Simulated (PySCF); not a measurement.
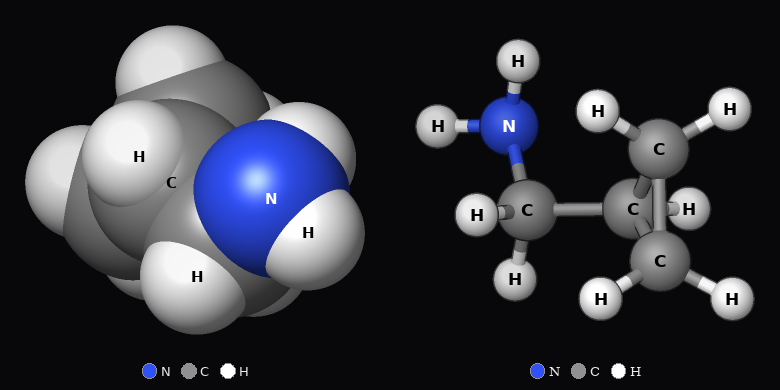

Two views of one molecule.

Identify the structure.

The molecule is C₄H₉N. As SMILES it reads `NCC1CC1`. Independent rings (smallest set): 1 of 3 members. Among its groups: primary amine. This geometry has C1 symmetry. Coordination, clear cases only: 1 N trigonal pyramidal; 1 C tetrahedral.

The parts below concern this one geometry. Atoms keep their numbers from picture to picture. The geometry was computed by an optimisation with PBE0-D3(BJ)/def2-SVP. No frequency run is at hand to confirm it as a minimum.

**Dipole moment**

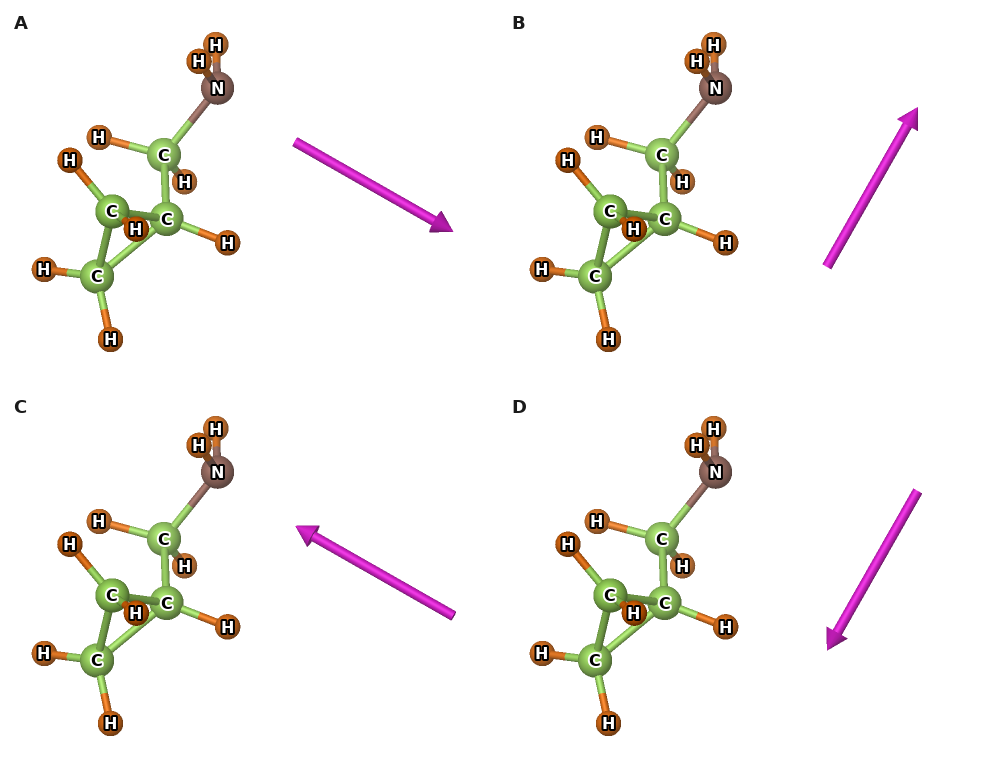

The same molecule four times, each with an arrow. No frequency run is at hand to confirm it as a minimum. Method: PBE0/pcSseg-1, gas phase (PySCF 2.14.0).

> Which arrow points along the dipole moment, from the negative to the positive end?

C. The dipole moment is 1.23 D.

**NMR shielding**

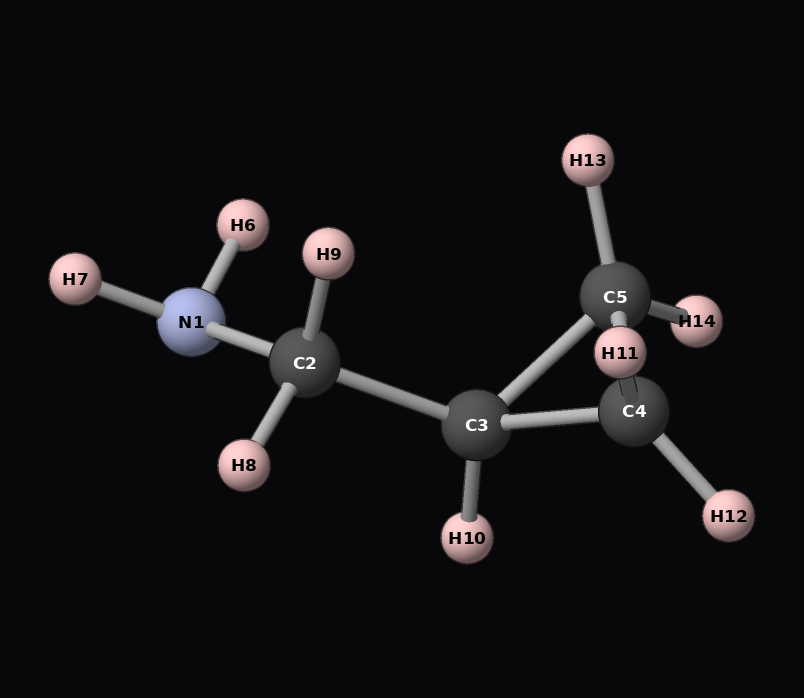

The questions are on isotropic NMR shieldings of the H atoms. No frequency run is at hand to confirm it as a minimum. Level of theory: GIAO mPW1PW91/pcSseg-1 NMR shielding, non-relativistic, gas phase (PySCF 2.14.0).

> Which H atom is the most shielded (lowest chemical shift)?

H13 (31.45 ppm).

> Which H atom is the least shielded (highest chemical shift)?

H8 (28.11 ppm).

> How wide is the range of H shifts?

3.34 ppm.

List the isotropic NMR shieldings of the H atoms.

```
atom  σ (ppm)
  H6    31.14
  H7    30.93
  H8    28.11
  H9    29.60
 H10    30.43
 H11    31.33
 H12    30.91
 H13    31.45
 H14    30.90
```

**Ring current**

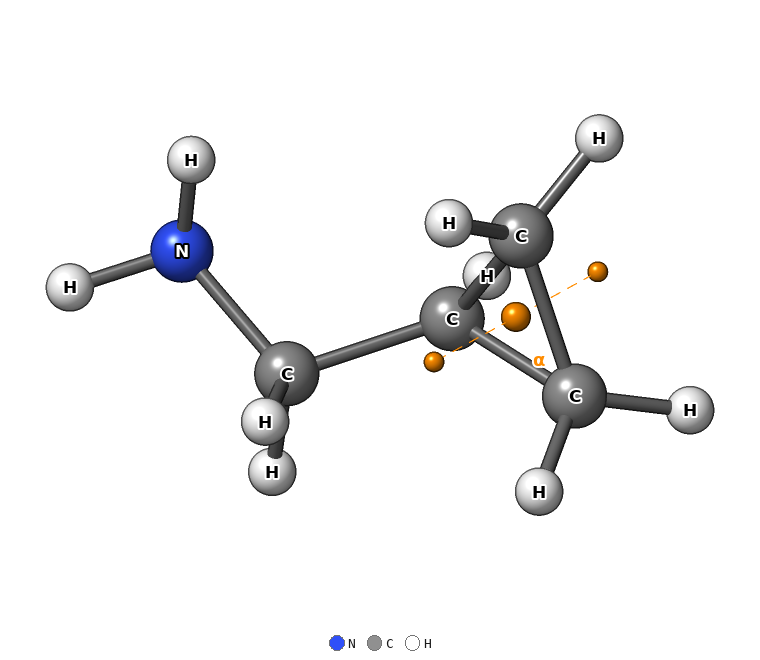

The small points mark where nucleus-independent chemical shifts (NICS) were computed: at the centre of each lettered ring and 1 Å above and below it. No frequency run is at hand to confirm it as a minimum. Method: GIAO PBE0/pcSseg-1 NMR shielding, non-relativistic, gas phase (PySCF 2.14.0).

Give NICS(0), NICS(1) and the out-of-plane component NICS(1)zz for each ring (means of the two sides).

```csv
ring,members,NICS(0),NICS(1),NICS(1)zz
α,C3,−43.5,−8.8,−22.7
```

Values in ppm.
